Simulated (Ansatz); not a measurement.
# What NaSrH3 in R-3c, a phase reached by a soft mode distorts into, part 3 of 3

Which phase does NaSrH3 in R-3c, a phase reached by a soft mode fall into along its unstable mode, and how much energy does it gain?

Ansatz 0.2.0; DFT PBEsol, scalar-relativistic, plane waves, PAW; PAW set soft_1.

So far. Step 5 (Energy along the mode, all amplitudes (two of the runs …): The lowest of the steps tried is the last one, at 0.6 Å, 16.5 meV/atom below the parent; the bottom of the well need not coincide with a step. Step 7 (The new phase in its own primitive cell): The largest force component left is 0.13 meV/Å and the pressure is 0.000 GPa, within the tolerances set. The cell now holds 15.15 Å³/atom.

The structure was built from a prototype and need not be the compound's stable phase.

## (8) Modes of the new phase

A relaxed structure may still be a saddle point, so its zone-centre modes are computed. The response to a homogeneous field gives the Born charges and the dielectric tensor.

input.yaml

```yaml
crystal:
  lattice:
    - [3.0074934252, 1.7363771386, 4.8361236971]
    - [-3.0074934252, 1.7363771386, 4.8361236971]
    - [0.0, -3.4727542773, 4.8361236971]
  atoms:
    - { symbol: Na, position: [0.2739117497, 0.2739117497, 0.2739117497] }
    - { symbol: Na, position: [0.7739117497, 0.7739117497, 0.7739117497] }
    - { symbol: Sr, position: [0.5074462256, 0.5074462256, 0.5074462256] }
    - { symbol: Sr, position: [0.0074462256, 0.0074462256, 0.0074462256] }
    - { symbol: H, position: [0.5766080579, 0.135194277, 0.9193972417] }
    - { symbol: H, position: [0.4193972417, 0.635194277, 0.0766080579] }
    - { symbol: H, position: [0.9193972417, 0.5766080579, 0.135194277] }
    - { symbol: H, position: [0.0766080579, 0.4193972417, 0.635194277] }
    - { symbol: H, position: [0.135194277, 0.9193972417, 0.5766080579] }
    - { symbol: H, position: [0.635194277, 0.0766080579, 0.4193972417] }
kpoints:
  mp_grid: { grid: [6, 6, 6] }
hamiltonian:
  xc: pbesol
  pseudopotentials: { kind: paw, azcp: { folder: soft_1 }, xc_functional: pbe }
scf:
  occupations: { method: fixed }
output:
  eigenvalues: true
phonons:
  method: dfpt
  dielectric: true
  rigid_motions: translations
```

On the command line:

```sh
$ ansatz run input.yaml --threads 4 --pin off --max-ram 16384MiB --backend cpu --events-out ev --progress --plain --runs-dir out
```

Numbers of over 12 decimals in the logs are rounded to 6 here.

Output:

```text
[...]
Crystal: 10 atoms, lattice volume = 151.530 Å³
Basis set: ecut = 420 eV, 2945 PW (Γ), exchange–correlation on 80×80×80 points (8 copies of the dense FFT grid, shifted against one another)
Bands: 32, of which v1, the nominal top of the filled ones, is band 22 counted from 1 (21 counted from 0)
Symmetry: 6 space group operations
k-points: 112 of 216 (irreducible under 1 space group operation, time reversal used)
[...]
SCF iter   1: F=—  HF=-10035.118587 eV  |F-HF|=—  |Δ(HF+E_count)|=         —  Δρ=5.38e-2  dr2=5.11e0  ethr=3.10e-3  ⟨swp⟩=6.0  Hψ=15177  notcnv=0  defer=828
[...]
SCF iter   9: F=-10033.440716 eV  HF=-10033.440716 eV  |F-HF|=3.82e-11  |Δ(HF+E_count)|=  8.11e-10  Δρ=1.70e-7  dr2=4.51e-11  ethr=1.00e-12  ⟨swp⟩=21.2  Hψ=34391  notcnv=0
SCF 1 converged in 9 iterations: F = -10033.440716 eV  dr2 = 4.51e-11
[...]
NSCF: frozen V_eff on 6 k-points
DFPT response loops at Γ: preconditioner auto → none (the input reference at scf.mixing.eps_inf says where Resta's filter doesn't serve); β = 0.50; Broyden in place of MSR1
SCF converged after 9 iterations
Free energy (F): -10033.440716 eV
[...]
Internal energy: -10033.440716 eV  (E = F + TS)
E sigma→0 (E₀):  -10033.440716 eV
Fermi energy:    2.578728 eV
[...]
--- Band table (eV; the first three rows and the last of 112) ---
  k-point 0: bands = [... 18 lower, 1.5894, 2.0136, 2.5787, 2.5787, 6.5851, 6.5851, 7.1464, 8.2889, ... 6 higher]
  k-point 1: bands = [... 18 lower, 1.6610, 2.0185, 2.4749, 2.5354, 6.4327, 6.5678, 7.0475, 8.1815, ... 6 higher]
  k-point 2: bands = [... 18 lower, 1.8393, 2.0493, 2.3130, 2.4192, 6.2609, 6.5217, 6.9418, 7.3772, ... 6 higher]
  k-point 111: bands = [... 18 lower, 2.1301, 2.1301, 2.1301, 2.1301, 6.5365, 6.5365, 7.2900, 7.2900, ... 6 higher]
[...]
ASR residual: 1.178e-4 → 0.000e0 eV/Å²; symmetrization residual: 3.554e-6 eV/Å²
[...]
ε∞ (high-frequency dielectric tensor):
        3.814440     0.000000    -0.000000
       -0.000000     3.814440     0.000000
       -0.000000     0.000000     3.693540
  ε⁰ (static dielectric tensor: ions relaxed, cell fixed):
        8.758047     0.000000     0.000000
        0.000000     8.758047    -0.000000
        0.000000    -0.000000    11.553934
  ε⁰ − ε∞ (ionic part):
        4.943607     0.000000     0.000000
        0.000000     4.943607    -0.000000
        0.000000    -0.000000     7.860394
[...]
Born effective charges Z* (e; rows j = field, columns β = displacement):
    site 0:
         0.86651    0.02223    0.00000
        -0.02223    0.86651    0.00000
        -0.00000    0.00000    0.84402
    site 1:
         0.86651   -0.02223   -0.00000
         0.02223    0.86651    0.00000
         0.00000    0.00000    0.84402
    site 2:
         2.03619    0.00346    0.00000
        -0.00346    2.03619    0.00000
        -0.00000    0.00000    2.00081
    site 3:
         2.03619   -0.00346   -0.00000
         0.00346    2.03619    0.00000
         0.00000    0.00000    2.00081
    site 4:
        -0.97597    0.06366   -0.15877
         0.06404   -0.95917    0.00396
        -0.14134    0.00485   -0.94828
    site 5:
        -1.01867    0.03939   -0.08281
         0.03901   -0.91647    0.13551
        -0.07486    0.11998   -0.94828
    site 6:
        -0.90807   -0.02484    0.07595
        -0.02446   -1.02707   -0.13947
         0.06647   -0.12482   -0.94828
    site 7:
        -0.90807    0.02484   -0.07595
         0.02446   -1.02707   -0.13947
        -0.06647   -0.12482   -0.94828
    site 8:
        -1.01867   -0.03939    0.08281
        -0.03901   -0.91647    0.13551
         0.07486    0.11998   -0.94828
    site 9:
        -0.97597   -0.06366    0.15877
        -0.06404   -0.95917    0.00396
         0.14134    0.00485   -0.94828
  Z* charge neutrality: 8.060e-5 e pre-enforcement
  k-mesh period / interband length: 36.1 Å / 1.37 Å = 26.42 at k = (0.1667, 0.1667, -0.3333), direct gap 3.512 eV — 14 or more, which is no proof of convergence
  optical modes at Γ without the LO–TO term, one row a degenerate level:
      ω (cm⁻¹)  modes    IR ((D/Å)²/amu)
        111.10      1             0.0000
[...]
optical modes at Γ + LO–TO along q̂ = [1.0000, 0.0000, 0.0000]:
      ω (cm⁻¹)  modes    IR ((D/Å)²/amu)
[...]
optical modes at Γ + LO–TO along q̂ = [0.0000, 1.0000, 0.0000]:
      ω (cm⁻¹)  modes    IR ((D/Å)²/amu)
[...]
optical modes at Γ + LO–TO along q̂ = [0.0000, 0.0000, 1.0000]:
      ω (cm⁻¹)  modes    IR ((D/Å)²/amu)
[...]
471.54      2            30.6597
        536.60      2            67.4062
        636.22      1             0.0000
        660.15      1            23.9628
        751.91      2           147.5164
        812.47      2            20.3329
        850.97      2             2.1449
        857.96      1            12.2965
        906.45      1             0.0000
        951.68      1            93.4012
        953.40      2             0.0000
        994.82      1             0.0000
```

Wall time 2.2 min (4 threads of Arm Neoverse V2, shared host); peak memory 2 GiB; 8.4 min of CPU time.

Numbers from this step:

```yaml
sum_rule_residual_before_enforcement: 1.18e-4 eV/Å²
miss_of_the_charge_sum_rule: 8.06e-5 e
point_group: 3m
highest_optical_mode_at_the_zone_centre_no_lo_to_term: 994.8 cm⁻¹
lowest_optical_zone_centre_mode: 111.1 cm⁻¹
mean_high_frequency_dielectric_constant: 3.774
largest_born_charge_third_of_the_trace: 2.024 e
mean_static_dielectric_constant: 9.690
top_of_the_zone_centre_spectrum_with_the_field: 1000 cm⁻¹
```

Without the LO-TO term. Patterns of degenerate modes are one choice out of their space. The modes at Γ (shares of kinetic energy by element, %):

| mode | frequency (cm⁻¹) | symmetry | Na % | Sr % | H % |
| --- | --- | --- | --- | --- | --- |
| 1 | 0.0 | acoustic | 20 | 77 | 3 |
| 2 | 0.0 | acoustic | 20 | 77 | 3 |
| 3 | 0.0 | acoustic | 20 | 77 | 3 |
| 4 | 111.1 | A2 | 1 | 99 | 0 |
| 5 | 124.1 | E | 1 | 99 | 0 |
| 6 | 124.1 | E | 1 | 99 | 0 |
| 7 | 169.3 | A1 | 76 | 22 | 2 |
| 8 | 170.2 | E | 76 | 22 | 2 |
| 9 | 170.2 | E | 76 | 22 | 2 |
| 10 | 195.9 | E | 99 | 0 | 1 |
| 11 | 195.9 | E | 99 | 0 | 1 |
| 12 | 197.4 | A2 | 98 | 1 | 0 |
| 13 | 457.1 | A1 | 3 | 0 | 96 |
| 14 | 471.5 | E | 0 | 0 | 99 |
| 15 | 471.5 | E | 0 | 0 | 99 |
| 16 | 536.6 | E | 2 | 0 | 98 |
| 17 | 536.6 | E | 2 | 0 | 98 |
| 18 | 636.2 | A2 | 0 | 0 | 100 |
| 19 | 751.9 | E | 1 | 1 | 98 |
| 20 | 751.9 | E | 1 | 1 | 98 |
| 21 | 777.8 | A1 | 0 | 0 | 100 |
| 22 | 812.5 | E | 0 | 0 | 100 |
| 23 | 812.5 | E | 0 | 0 | 100 |
| 24 | 851.0 | E | 0 | 0 | 100 |
| 25 | 851.0 | E | 0 | 0 | 100 |
| 26 | 877.8 | A1 | 1 | 0 | 99 |
| 27 | 906.5 | A2 | 0 | 0 | 100 |
| 28 | 953.4 | E | 1 | 0 | 99 |
| 29 | 953.4 | E | 1 | 0 | 99 |
| 30 | 994.8 | A2 | 0 | 0 | 100 |

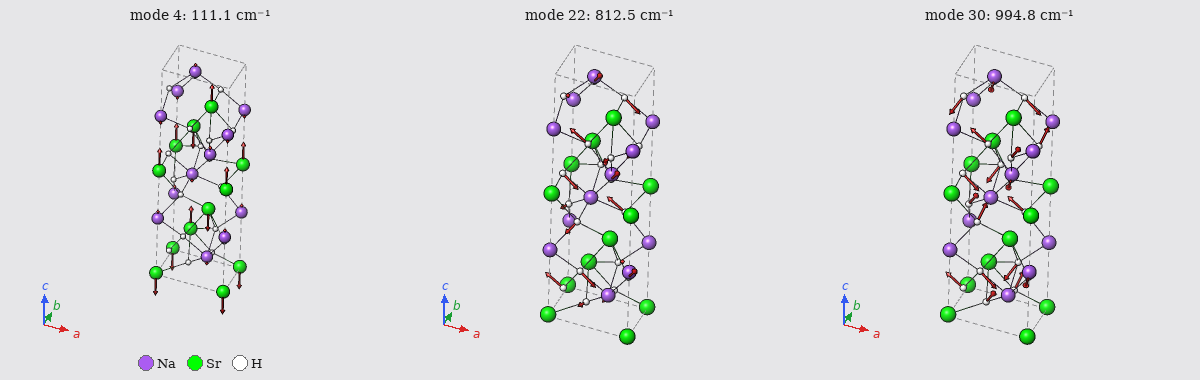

Displacement patterns of modes 4, 22 and 30 at Γ; arrows are exaggerated. Bonds to atoms that aren't drawn are left out. Some periodic images of atoms are drawn too.

Optical modes at the zone centre, without and with the macroscopic field of the longitudinal modes; each column is sorted by frequency, so a row need not hold one and the same mode. Modes with and without the field, by row:

| rank among optical modes | no field (cm⁻¹) | q along (1, 0, 0) (cm⁻¹) | q along (0, 0, 1) (cm⁻¹) |
| --- | --- | --- | --- |
| 1 | 111.1 | 111.1 | 111.1 |
| 2 | 124.1 | 124.1 | 124.1 |
| 3 | 124.1 | 124.3 | 124.1 |
| 4 | 169.3 | 169.3 | 170.2 |
| 5 | 170.2 | 170.2 | 170.2 |
| 6 | 170.2 | 171.9 | 173.4 |
| 7 | 195.9 | 195.9 | 195.9 |
| 8 | 195.9 | 196.4 | 195.9 |
| 9 | 197.4 | 197.4 | 197.4 |
| 10 | 457.1 | 457.1 | 471.5 |
| 11 | 471.5 | 471.5 | 471.5 |
| 12 | 471.5 | 485.3 | 536.6 |
| 13 | 536.6 | 536.6 | 536.6 |
| 14 | 536.6 | 592.8 | 636.2 |
| 15 | 636.2 | 636.2 | 660.1 |
| 16 | 751.9 | 751.9 | 751.9 |
| 17 | 751.9 | 777.8 | 751.9 |
| 18 | 777.8 | 804.1 | 812.5 |
| 19 | 812.5 | 812.5 | 812.5 |
| 20 | 812.5 | 849.6 | 851 |
| 21 | 851 | 851 | 851 |
| 22 | 851 | 877.8 | 858 |
| 23 | 877.8 | 906.5 | 906.5 |
| 24 | 906.5 | 953.4 | 951.7 |
| 25 | 953.4 | 953.4 | 953.4 |
| 26 | 953.4 | 994.8 | 953.4 |
| 27 | 994.8 | 1000 | 994.8 |

Born charge (rows field, columns displacement) (e), principal values of the symmetric part by kind of site:

| atom | atoms with these values | low | middle | high | mean |
| --- | --- | --- | --- | --- | --- |
| Na1 | 2 | 0.84 | 0.87 | 0.87 | 0.86 |
| Sr3 | 2 | 2.00 | 2.04 | 2.04 | 2.02 |
| H5 | 6 | -1.13 | -0.95 | -0.80 | -0.96 |

In full for H5:

```
-0.98  0.06 -0.16
 0.06 -0.96  0.00
-0.14  0.00 -0.95
```

High-frequency dielectric tensor:

```
3.81 0.00 0.00
0.00 3.81 0.00
0.00 0.00 3.69
```

Static dielectric tensor (ions relaxed, fixed cell):

```
 8.76  0.00  0.00
 0.00  8.76  0.00
 0.00  0.00 11.55
```

Transverse modes. Lines of the infrared spectrum (strongest = 100):

| position (cm⁻¹) | relative intensity |
| --- | --- |
| 111 | 0.0 |
| 124 | 0.0 |
| 169 | 0.8 |
| 170 | 0.5 |
| 196 | 0.2 |
| 197 | 0.0 |
| 457 | 66 |
| 472 | 21 |
| 537 | 46 |
| 636 | 0.0 |
| 752 | 100 |
| 778 | 18 |
| 812 | 14 |
| 851 | 1.5 |
| 878 | 3.0 |
| 906 | 0.0 |
| 953 | 0.0 |
| 995 | 0.0 |

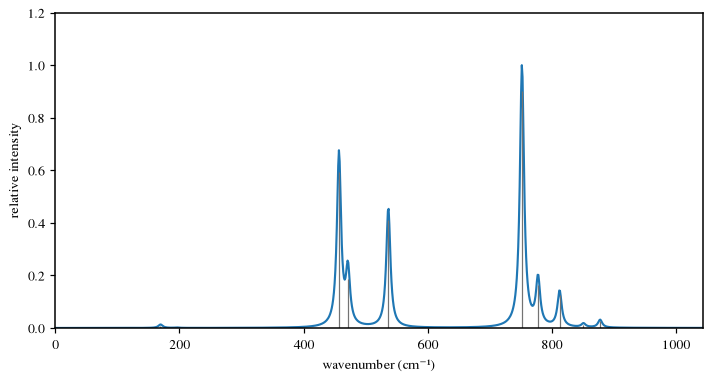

The infrared spectrum, broadened with Lorentzians of width 8 cm⁻¹; bars mark the lines.

Before it was imposed, the acoustic sum rule was missed by 1.2e-4 eV/Å² and the charge sum rule by 8.1e-5 e. Small misses are needed for a sound result but don't prove that mesh and cutoff are converged. The lowest optical mode is real, 111 cm⁻¹.

## (9) The phases reached

The phases reached along the modes that were followed are set side by side.

Energies are those of the first relaxation, on the mesh of the frozen mode; space group, volume and gap are those of the last relaxation. Phases, by row:

| mode frozen in | space group | energy from parent (meV/atom) | volume (Å³/atom) | gap on mesh (eV) | lowest zone-centre optical mode (cm⁻¹) | largest shift (Å) |
| --- | --- | --- | --- | --- | --- | --- |
| parent | R-3c | 0 | 17.97 | 2.602 | – | – |
| q = (0, 0, 0), 263i cm⁻¹ | R3c | -54.6 | 15.15 | 3.294 | 111.1 | 0.601 |

## (10) What came out

| Property | Result |
| --- | --- |
| unstable mode of the parent | q = (0, 0, 0), 263i cm⁻¹ |
| depth at the lowest point sampled | 16.5 meV/atom |
| largest atomic shift at that point | 0.6 Å |
| space group reached (within 0.01 Å) | R3c |
| energy gained over the parent (first relaxation, on the mesh of the frozen mode) | 54.6 meV/atom |
| volume per atom, phase reached | 15.2 Å³ |
| gap on the k-mesh, phase reached | 3.29 eV |
| lowest optical zone-centre mode, phase reached | 111 cm⁻¹ |
| highest optical mode at the zone centre (no LO-TO term), phase reached | 995 cm⁻¹ |

In words: Along this mode the structure falls into R3c, 54.6 meV/atom below the parent. At the parent's cell the well is 16.46 meV/atom deep on the steps tried, with its lowest point at a shift of 0.6 Å. That is the last step tried, so the steps alone don't bracket the bottom of the well. Relaxing atoms and cell changes the gain by +38.14 meV/atom against the lowest step (energies at zero smearing). Most of the total comes from this relaxation. The new phase has no imaginary mode at the zone centre of its cell; other wavevectors were not checked. Each path keeps the symmetry of its pattern, so a lower phase may lie along a pattern not tried. The PAW files were made for PBE and serve the other functionals too. The starting cell was built on a prototype and not taken from a measurement, so the phase need not exist.

[Logs are printed without paths, hosts, clocks, repeated set-up lines and the standing remarks that a program may print on its own settings, such as how far it seeks lower states.]

[Hosts, paths, dates, database ids (printed as entryN), source tags and the programs' standing remarks are cut or masked in the printed files.]
